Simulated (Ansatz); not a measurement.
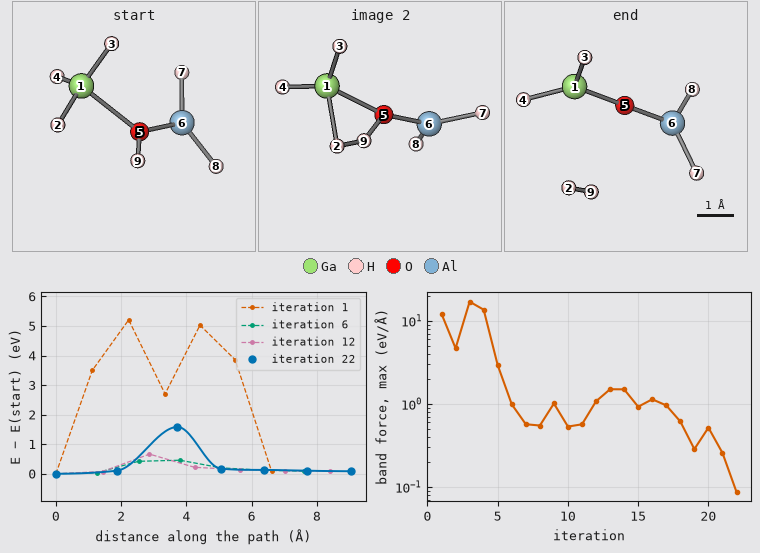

A nudged-elastic-band calculation for GaAlH6O. Images are numbered from 0 (start) to 6 (end). The plot follows the band through its iterations. Style: ball-and-stick. Shown from a free direction.

Level of theory: RHF/def2-SVP in Ansatz. Set-up: 5 movable images; climbing image; force threshold 0.2 eV/Å; iteration limit 60; starting path through a guess of the saddle point.

Q: Judge this run.

A: The run met only a loose threshold, so the barrier can't be trusted yet. The band converged in 22 iterations. The largest component of the band force went from 12 to 0.087 eV/Å. The climbing image converged on the top of the path. Its curvatures weren't checked. The force threshold is so loose that the height of the top is at best an upper bound. The first iteration put the highest image at 5.21 eV. The highest point, image 2, lies 1.58 eV above the start and 1.50 eV above the end; the end is at +0.09 eV relative to the start.

Limits of the set-up: Hartree-Fock leaves out electron correlation.
